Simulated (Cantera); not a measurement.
Input: 1 mol borazine, 0.15 mol NH₃, 0.15 mol N₂, at 0.150 Torr.

Equilibrium computed with Cantera from the NASA thermochemical tables; the gas is ideal and each condensed phase is pure. Candidate condensed phases: B, BN; 15 gas species. The feed counts by its element totals alone. The tables' values for BH₂ are old estimates; treat these amounts as uncertain. Kinetics and transport are ignored.

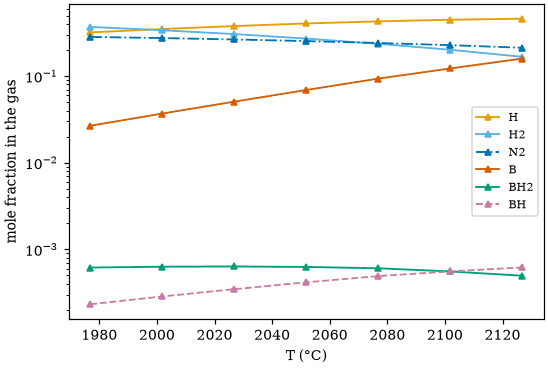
Figure: Equilibrium gas composition (values under 1e-9 drawn at 1e-9)

From 1977 °C to 2052 °C the condensed part is B(s). From 2077 °C to 2127 °C the condensed part is B(l). The main B-bearing gas is B throughout. The share of B in condensed phases is highest at 1977 °C (94.4 %) and lowest at 2127 °C (56.5 %).
